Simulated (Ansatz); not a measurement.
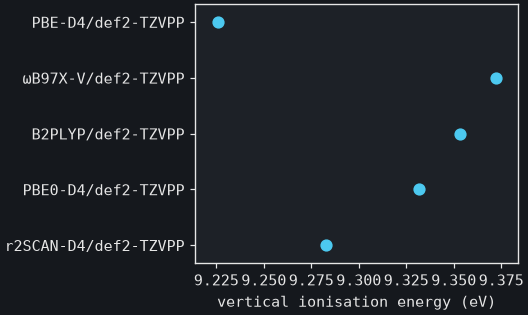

Vertical ionisation energy of CH₃GeNS, SMILES S=C=[N][GeH3], singlet, taken as the energy of the cation less that of the neutral at fixed geometry (unrestricted doublet cation, cores frozen in correlated methods, no spin-orbit coupling), the Ansatz code, at a PBE0-D4/def2-TZVP geometry (with a soft imaginary mode, 3i cm⁻¹).

Question: What range do the values span?

Answer: From 9.23 eV (PBE-D4/def2-TZVPP) to 9.37 eV (ωB97X-V/def2-TZVPP).

Question: Give the values.

Answer:
```tsv
level	eV
PBE-D4/def2-TZVPP	9.23
ωB97X-V/def2-TZVPP	9.37
B2PLYP/def2-TZVPP	9.35
PBE0-D4/def2-TZVPP	9.33
r2SCAN-D4/def2-TZVPP	9.28
```

Limits of at least one run: no scalar relativity up to krypton; outer-core shells are correlated without core-valence functions, which makes the correlated values less sure.
